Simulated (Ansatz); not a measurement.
**Molecular dynamics, with input and output: TaH₃ClOF₃ (part 3 of 3)**

TaH₃ClOF₃; RHF/def2-SVP (Ansatz 0.2.0). It belongs to a series of runs on one base structure; here: dynamics from the highest image of the converged band.

Geometry of the input (Å):
```
Ta -0.2923  -0.3993  0.2460
Cl 2.2361  0.6129  0.6055
F  -0.3251  -0.6561  2.1061
F  0.1932  -0.6612  -1.5493
O  -0.7335  1.3975  0.1803
H  -0.4229  2.2901  0.2252
F  -1.8933  -1.3023  0.0202
H  1.1141  -1.6258  0.4474
H  1.8291  -0.8065  0.5478
```

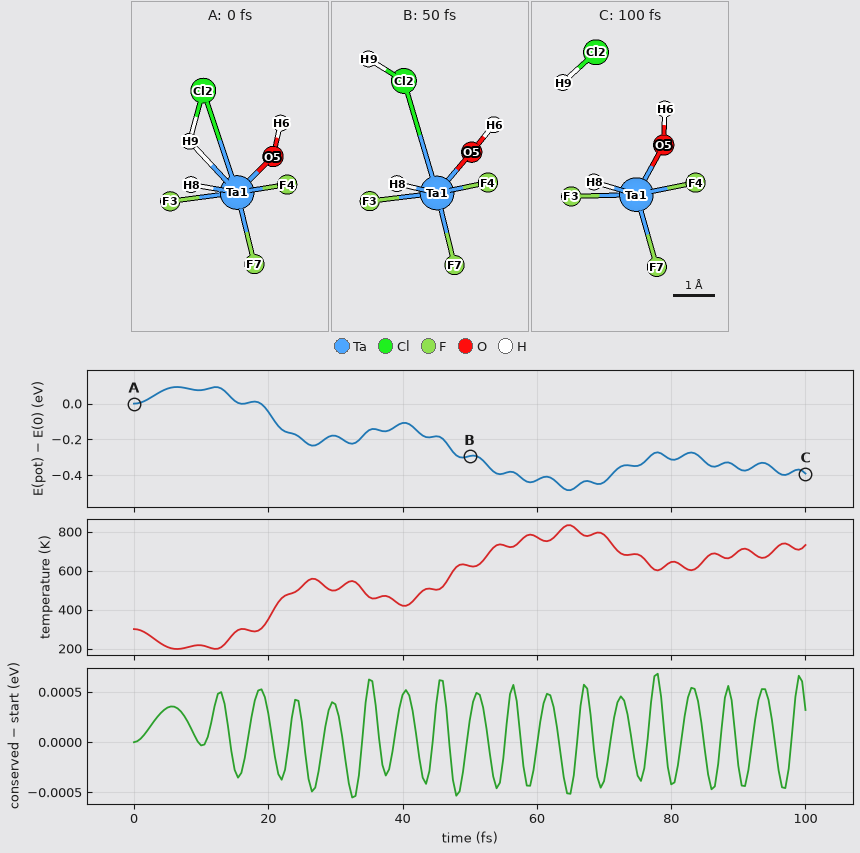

Fig. 1: Frames of the molecular dynamics (ball-and-stick, seen at an oblique angle) above the curves, on which the letters mark them. The trajectory kept here has 201 frames over 100 fs. The temperature starts at 300 K, ranges from 198 to 834 K and averages 706 K over the second half. The potential energy ends 0.391 eV below its first value. The conserved quantity stays within 0.0012 eV. After an unweighted best fit of the last frame on the first, the root-mean-square displacement is 0.61 Å, and H9 has moved furthest (1.21 Å).

```
Total energy: -24234.08734094 eV, -890.5862833252 hartree
Atom 0 at    -0.399008    -0.531432     0.211036 Å, force    -2.191860    -0.456809     0.393909 eV/Å
Atom 1 at     2.835462     1.143402     0.807057 Å, force     0.387138     1.439573    -0.592112 eV/Å
Atom 2 at    -0.340869    -0.505955     2.123118 Å, force    -0.070171    -0.365805    -0.497034 eV/Å
Atom 3 at    -0.150171    -0.536786    -1.646691 Å, force     0.336683    -0.616817    -0.345663 eV/Å
Atom 4 at    -0.217370     1.274947     0.173817 Å, force    -0.125996     1.260431     0.094408 eV/Å
Atom 5 at     0.346407     2.023237     0.255035 Å, force     0.094221     0.203150     0.045819 eV/Å
Atom 6 at    -2.150268    -1.231515     0.026164 Å, force     0.992749     0.267557     0.361103 eV/Å
Atom 7 at     0.881916    -1.679209     0.379514 Å, force     0.551153    -0.244619    -0.162446 eV/Å
Atom 8 at     2.786475     0.003266     1.274960 Å, force     0.026084    -1.486663     0.702018 eV/Å
Dipole moment:     0.518873     0.228875     0.153270 e Å
```

Trajectory as extended XYZ (Å, eV, eV/Å), 11 of the 201 frames kept, from step=0 to step=200:
```
9
Properties=species:S:1:pos:R:3:forces:R:3 step=0 time_fs=0.0 energy=-24233.69684 temperature=300.0
Ta   -0.2923   -0.3994    0.2460   -0.0239   0.0143  -0.0062
Cl    2.2360    0.6129    0.6055   -0.0001  -0.0025  -0.0026
F    -0.3251   -0.6561    2.1061   -0.0012  -0.0016   0.0033
F     0.1932   -0.6612   -1.5493    0.0018  -0.0019  -0.0002
O    -0.7335    1.3975    0.1803    0.0021  -0.0121   0.0034
H    -0.4229    2.2901    0.2252   -0.0029   0.0023  -0.0016
F    -1.8933   -1.3023    0.0202    0.0065   0.0045   0.0010
H     1.1141   -1.6258    0.4474    0.0045   0.0072  -0.0015
H     1.8291   -0.8065    0.5478    0.0132  -0.0102   0.0045
9
Properties=species:S:1:pos:R:3:forces:R:3 step=20 time_fs=10.0 energy=-24233.62163 temperature=216.8
Ta   -0.2870   -0.3981    0.2378   -1.2643  -1.2345   1.7299
Cl    2.2164    0.6215    0.6203    0.6597   0.9310  -0.0079
F    -0.3171   -0.7108    2.1370    0.0528   0.4129  -1.1198
F     0.1961   -0.6943   -1.5281    0.0095   0.1637  -0.8915
O    -0.7329    1.4207    0.1485    0.4052  -0.0308   0.2516
H    -0.4319    2.3047    0.3124   -0.0916  -0.1274  -0.1142
F    -1.9279   -1.2716    0.0548    0.5259   0.2186  -0.0746
H     1.1020   -1.6009    0.3810   -0.6034  -0.0323  -0.0083
H     2.0268   -0.6602    0.3417    0.3063  -0.3013   0.2348
9
Properties=species:S:1:pos:R:3:forces:R:3 step=40 time_fs=20.0 energy=-24233.74166 temperature=349.9
Ta   -0.2887   -0.4022    0.2375   -2.0219  -1.3843   0.6844
Cl    2.2117    0.6476    0.6344    0.7460  -1.2407  -0.3339
F    -0.3066   -0.7459    2.1183    0.0148   0.6419  -0.5670
F     0.1988   -0.7188   -1.5461   -0.1304   0.4352  -0.4865
O    -0.7117    1.4361    0.1301    0.5356   0.1252   0.3917
H    -0.4803    2.3319    0.3157   -0.0512   0.0631  -0.1454
F    -1.9400   -1.2317    0.0852    0.1418   0.0464  -0.2069
H     0.8672   -1.7114    0.3448    0.6683  -0.0880   0.2463
H     2.4184   -0.6406    0.3495    0.0970   1.4012   0.4172
9
Properties=species:S:1:pos:R:3:forces:R:3 step=60 time_fs=30.0 energy=-24233.87625 temperature=498.7
Ta   -0.2986   -0.4141    0.2405    0.5386  -0.7560  -1.1288
Cl    2.2226    0.6727    0.6462    1.8105  -0.9449  -0.1261
F    -0.2967   -0.7491    2.0746   -0.2441   0.5680   0.8768
F     0.1939   -0.7224   -1.5852   -0.3794   0.3928   0.5808
O    -0.6598    1.4533    0.1340    0.3628  -0.5830   0.2996
H    -0.5658    2.3872    0.1938    0.1316   0.0713  -0.0337
F    -1.9473   -1.1909    0.1052   -0.7627  -0.4564  -0.3273
H     0.9274   -1.6997    0.4464   -0.1078   0.2970  -0.3219
H     3.0702   -0.3628    0.5309   -1.3495   1.4111   0.1805
9
Properties=species:S:1:pos:R:3:forces:R:3 step=80 time_fs=40.0 energy=-24233.80503 temperature=420.1
Ta   -0.3078   -0.4297    0.2380    0.4394  -0.0387  -1.5862
Cl    2.2559    0.7058    0.6581    2.1691   0.5539   0.2785
F    -0.2968   -0.7252    2.0698   -0.0932   0.1975   1.0138
F     0.1705   -0.7059   -1.6000   -0.5450   0.3471   0.5411
O    -0.5847    1.4473    0.1561    0.2399  -0.5417   0.1071
H    -0.5468    2.3811    0.0271    0.2088  -0.1521   0.0480
F    -1.9872   -1.1709    0.1093   -0.4009  -0.4437  -0.2786
H     1.0305   -1.5586    0.3489   -0.3235  -0.2702   0.0616
H     3.4298    0.0908    0.7653   -1.6945   0.3479  -0.1853
9
Properties=species:S:1:pos:R:3:forces:R:3 step=100 time_fs=50.0 energy=-24233.98966 temperature=623.9
Ta   -0.3158   -0.4463    0.2283   -1.4037  -1.2247   0.5377
Cl    2.3107    0.7705    0.6737    1.7651   0.2172   0.3745
F    -0.3019   -0.6891    2.1097    0.0100   0.2053  -0.2951
F     0.1215   -0.6720   -1.5907   -0.2671   0.2583  -0.2890
O    -0.4950    1.4119    0.1847    0.1753   0.5452  -0.2281
H    -0.3383    2.2986   -0.1029    0.1166  -0.1399   0.1512
F    -2.0436   -1.1707    0.0998    0.7499   0.1239  -0.1427
H     0.9383   -1.6397    0.2954    0.2677  -0.2498   0.2289
H     3.4724    0.2062    0.9498   -1.4138   0.2644  -0.3374
9
Properties=species:S:1:pos:R:3:forces:R:3 step=120 time_fs=60.0 energy=-24234.12454 temperature=772.7
Ta   -0.3295   -0.4696    0.2211   -1.0214  -1.4165   2.1133
Cl    2.3814    0.8571    0.6922    1.1936  -0.7206   0.4093
F    -0.3075   -0.6422    2.1374   -0.0830   0.2274  -0.9713
F     0.0596   -0.6258   -1.5936    0.1454  -0.0266  -0.6903
O    -0.3957    1.3954    0.2026   -0.0319   0.3602  -0.2917
H    -0.0147    2.1924   -0.1266   -0.0098   0.1418   0.0975
F    -2.0664   -1.1660    0.0828    0.7861   0.2292  -0.0462
H     0.8801   -1.7896    0.3931   -0.1337   0.5518  -0.2463
H     3.3100    0.0150    1.0755   -0.8454   0.6532  -0.3744
9
Properties=species:S:1:pos:R:3:forces:R:3 step=140 time_fs=70.0 energy=-24234.13605 temperature=785.0
Ta   -0.3492   -0.4979    0.2236    0.1213   2.1138   0.4569
Cl    2.4664    0.9419    0.7143    0.8137  -0.7650   0.2885
F    -0.3163   -0.5860    2.1218   -0.0205  -0.1641  -0.3712
F     0.0030   -0.5805   -1.6271    0.0930  -0.2192  -0.0517
O    -0.2976    1.4010    0.2022   -0.6085  -0.8094  -0.1413
H     0.2665    2.1187   -0.0303   -0.0904   0.0667  -0.0002
F    -2.0561   -1.1535    0.0631   -0.5393  -0.4365  -0.0127
H     0.9074   -1.6874    0.3371    0.2812  -0.2594  -0.0321
H     3.0178   -0.1519    1.1181   -0.0506   0.4733  -0.1361
9
Properties=species:S:1:pos:R:3:forces:R:3 step=160 time_fs=80.0 energy=-24234.00920 temperature=644.8
Ta   -0.3675   -0.5171    0.2282    1.1304   2.5415  -1.9291
Cl    2.5692    1.0152    0.7412    0.7781   0.0597   0.0673
F    -0.3263   -0.5373    2.0897    0.0615  -0.4601   0.7771
F    -0.0493   -0.5459   -1.6625   -0.0598  -0.3301   0.6945
O    -0.2316    1.3675    0.1918   -0.7664  -0.7248  -0.0113
H     0.4147    2.0490    0.0917   -0.2513  -0.0981  -0.0310
F    -2.0684   -1.1606    0.0431   -0.9000  -0.6242   0.0738
H     0.9935   -1.6389    0.2467   -0.2072  -0.1154   0.2164
H     2.8110   -0.1648    1.1332    0.2147  -0.2486   0.1423
9
Properties=species:S:1:pos:R:3:forces:R:3 step=180 time_fs=90.0 energy=-24234.05900 temperature=700.0
Ta   -0.3813   -0.5243    0.2237   -0.6392  -0.3726  -1.7190
Cl    2.6938    1.0811    0.7727    0.5927   0.8756  -0.2406
F    -0.3338   -0.5106    2.0912    0.0071  -0.4318   0.6872
F    -0.1031   -0.5285   -1.6667    0.1276  -0.5094   0.5484
O    -0.2131    1.2948    0.1810   -0.3350   1.0136   0.0586
H     0.4221    1.9919    0.1786   -0.1137   0.0835  -0.0117
F    -2.1182   -1.1954    0.0275    0.4346   0.0218   0.2968
H     0.9569   -1.7047    0.3180   -0.2284   0.2814  -0.0214
H     2.7445   -0.0982    1.1774    0.1544  -0.9621   0.4017
9
Properties=species:S:1:pos:R:3:forces:R:3 step=200 time_fs=100.0 energy=-24234.08734 temperature=731.9
Ta   -0.3990   -0.5314    0.2110   -2.1919  -0.4568   0.3939
Cl    2.8355    1.1434    0.8071    0.3871   1.4396  -0.5921
F    -0.3409   -0.5060    2.1231   -0.0702  -0.3658  -0.4970
F    -0.1502   -0.5368   -1.6467    0.3367  -0.6168  -0.3457
O    -0.2174    1.2749    0.1738   -0.1260   1.2604   0.0944
H     0.3464    2.0232    0.2550    0.0942   0.2032   0.0458
F    -2.1503   -1.2315    0.0262    0.9927   0.2676   0.3611
H     0.8819   -1.6792    0.3795    0.5512  -0.2446  -0.1624
H     2.7865    0.0033    1.2750    0.0261  -1.4867   0.7020
```

Key numbers:

| quantity | value |
| --- | --- |
| outcome | finished |
| mean temperature over the second half | 706 K |
| trajectory | 200 steps, 100 fs |
| ensemble | nve |
| temperature in the input | 300.0 K |
| time step | 0.5 fs |
| potential energy (last step) | −24234.0873 eV |
| mean-field energy (last step) | −24234.0873 eV |
| largest force (length of the vector) (last step) | 2.273 eV/Å |
| wall time | 5 min (CPU time 9.6 min) |
| peak memory | 0.3 GiB |

So short a trajectory is not equilibrated.
